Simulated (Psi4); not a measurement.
# [SiCl3]+ (SMILES Cl[Si+](Cl)Cl) at TPSS/cc-pVQZ (density fitting, sweep point 5)

What is the vertical singlet–triplet gap of [SiCl3]+ at TPSS/cc-pVQZ (density fitting, sweep point 5)? The job is set up through a Python script.

The results are computed with Psi4 1.11.

1 further run of the same task is left out (set aside as unsound or not needed).

### 1 The system as given

[SiCl3]+ has 4 atoms, charge +1, and is taken as a singlet. As SMILES, `Cl[Si+](Cl)Cl`. Geometry: relaxed at PBE0-D4/def2-TZVP.

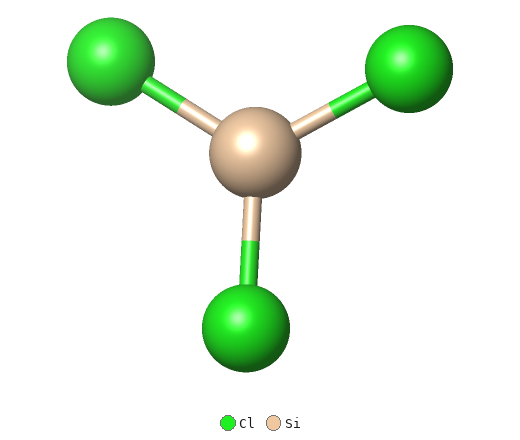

The structure, seen from a chosen angle (chlorine green, silicon light orange).

### 2 A single-point energy at TPSS/cc-pVQZ (density fitting, sweep point 5)

File run.py:

```python
import psi4

psi4.set_memory(1600000000)
psi4.set_num_threads(1)
psi4.set_output_file('output.dat', False)

geom = psi4.geometry("""
1 1
Cl    -1.556000    -0.622300     0.990900
Si     0.000000    -0.000100    -0.000100
Cl     1.772000    -0.669600     0.449500
Cl    -0.216000     1.292000    -1.440300
symmetry c1
""")

psi4.set_options({
    'reference': 'rks',
    'puream': True,
    'scf_type': 'df',
    'dft_radial_points': 99,
    'dft_spherical_points': 590,
})

e = psi4.energy('tpss/cc-pVQZ')
print(f'tpss/cc-pVQZ energy: {e:.10f} Eh')
```

Launch:

```
$ python run.py
```

output.dat (excerpt; [...] marks lines left out):

```text
[...]
  Running in c1 symmetry.
[...]
  Nuclear repulsion =  330.127150927455659
[...]
  Multiplicity = 1
[...]
  Nalpha       = 32
  Nbeta        = 32
[...]
    Number of basis functions: 236
[...]
   @DF-RKS iter   1: -1670.03066069994657    5.51629e-01   1.69705e-03 ADIIS/DIIS
[...]
   @DF-RKS iter   7: -1670.07996412889338   -4.63758e-08   8.32922e-08 DIIS
[...]
    Orbital Energies [Eh]
    ---------------------
    Doubly Occupied:
       1A   -101.280216     2A   -101.280213     3A   -101.280212
       4A    -66.067769     5A     -9.505406     6A     -9.505404
       7A     -9.505403     8A     -7.284232     9A     -7.284230
      10A     -7.284229    11A     -7.278500    12A     -7.278499
      13A     -7.278497    14A     -7.276587    15A     -7.276586
      16A     -7.276584    17A     -5.471565    18A     -3.852029
      19A     -3.845364    20A     -3.845363    21A     -1.054312
      22A     -1.018387    23A     -1.018385    24A     -0.721532
      25A     -0.632001    26A     -0.631999    27A     -0.586437
      28A     -0.552225    29A     -0.552223    30A     -0.544053
      31A     -0.544050    32A     -0.520501
[...]
  @DF-RKS Final Energy: -1670.07996412889338
   => Energetics <=
    Nuclear Repulsion Energy =            330.1271509274556593
    One-Electron Energy =               -2949.9583989384364031
    Two-Electron Energy =                1055.2649110354736877
    DFT Exchange-Correlation Energy =    -105.5136271533862811
    Empirical Dispersion Energy =           0.0000000000000000
    VV10 Nonlocal Energy =                  0.0000000000000000
    Total Energy =                      -1670.0799641288933799
[...]
 Multipole Moments:
 ------------------------------------------------------------------------------------
     Multipole            Electronic (a.u.)      Nuclear  (a.u.)        Total (a.u.)
 ------------------------------------------------------------------------------------
 L = 1.  Multiply by 2.5417464519 to convert [e a0] to [Debye]
 Dipole X            :          0.0000175            0.0000000            0.0000175
 Dipole Y            :         -0.0000674           -0.0000794           -0.0001468
 Dipole Z            :         -0.0000855           -0.0000794           -0.0001649
 Magnitude           :                                                    0.0002215
[...]
```

Standard output:

```text
tpss/cc-pVQZ energy: -1670.0799641289 Eh
```

Run time: 91 s. Hardware: 1 thread of AMD EPYC 7R43 (Zen 3), shared host; peak memory 1.2 GiB.

### 3 The triplet at the same level

File calc.py:

```python
import psi4

psi4.set_memory('1600 MB')
psi4.set_num_threads(1)
psi4.core.set_output_file('output.dat', False)

mol = psi4.geometry("""
1 3
Cl    -1.556000    -0.622300     0.990900
Si     0.000000    -0.000100    -0.000100
Cl     1.772000    -0.669600     0.449500
Cl    -0.216000     1.292000    -1.440300
symmetry c1
""")

psi4.set_options({
    'basis': 'cc-pVQZ',
    'reference': 'uks',
    'puream': True,
    'scf_type': 'df',
    'dft_radial_points': 99,
    'dft_spherical_points': 590,
    'maxiter': 100,
})

e = psi4.energy("TPSS", molecule=mol)
print('E =', round(e, 9))
```

Launch:

```
$ python calc.py
```

output.dat (excerpt; [...] marks lines left out):

```text
[...]
  Running in c1 symmetry.
[...]
  Nuclear repulsion =  330.127150927455659
[...]
  Multiplicity = 3
[...]
  Nalpha       = 33
  Nbeta        = 31
[...]
    Number of basis functions: 236
[...]
   @DF-UKS iter   1: -1669.83940072270184    7.42889e-01   1.67411e-03 DIIS/ADIIS
[...]
   @DF-UKS iter  11: -1669.89652467599103   -9.56127e-07   4.33882e-07 DIIS
[...]
   @S^2 Observed:                2.007020874E+00
[...]
    Orbital Energies [Eh]
    ---------------------
    Alpha Occupied:
       1A   -101.302251     2A   -101.302249     3A   -101.302247
       4A    -66.000258     5A     -9.525911     6A     -9.525908
       7A     -9.525907     8A     -7.304409     9A     -7.304407
      10A     -7.304406    11A     -7.302722    12A     -7.302720
      13A     -7.302718    14A     -7.295749    15A     -7.295747
      16A     -7.295746    17A     -5.413468    18A     -3.789574
      19A     -3.789438    20A     -3.789437    21A     -1.067504
      22A     -1.036132    23A     -1.036132    24A     -0.726252
      25A     -0.639902    26A     -0.639901    27A     -0.592059
      28A     -0.580204    29A     -0.580201    30A     -0.555392
      31A     -0.552831    32A     -0.552830    33A     -0.340593
[...]
  @DF-UKS Final Energy: -1669.89652467599103
   => Energetics <=
    Nuclear Repulsion Energy =            330.1271509274556593
    One-Electron Energy =               -2949.6608801555844366
    Two-Electron Energy =                1055.1306710130963893
    DFT Exchange-Correlation Energy =    -105.4934664609585582
    Empirical Dispersion Energy =           0.0000000000000000
    VV10 Nonlocal Energy =                  0.0000000000000000
    Total Energy =                      -1669.8965246759910315
[...]
 Multipole Moments:
 ------------------------------------------------------------------------------------
     Multipole            Electronic (a.u.)      Nuclear  (a.u.)        Total (a.u.)
 ------------------------------------------------------------------------------------
 L = 1.  Multiply by 2.5417464519 to convert [e a0] to [Debye]
 Dipole X            :          0.0001183            0.0000000            0.0001183
 Dipole Y            :          0.0008113           -0.0000794            0.0007319
 Dipole Z            :          0.0007239           -0.0000794            0.0006445
 Magnitude           :                                                    0.0009824
[...]
```

Standard output:

```text
E = -1669.896524676
```

Wall time 3.3 min (1 thread of AMD EPYC 7R43 (Zen 3), shared host); peak memory 1.2 GiB.

### 4 Summary of results

Level: TPSS/cc-pVQZ (density fitting, sweep point 5).

| quantity | value |
| --- | --- |
| singlet: total energy | -1670.07996 Eh |
| singlet: HOMO energy | -14.16 eV |
| singlet: LUMO energy | -9.01 eV |
| singlet: HOMO–LUMO gap | 5.15 eV |
| triplet: total energy | -1669.89652 Eh |
| triplet: HOMO energy (highest over α and β) | -9.27 eV |
| triplet: ⟨S²⟩ | 2.007 |
| vertical energy of the triplet above the singlet | 4.992 eV |

In words: At this shape the triplet lies 4.99 eV (115 kcal/mol) above the singlet.
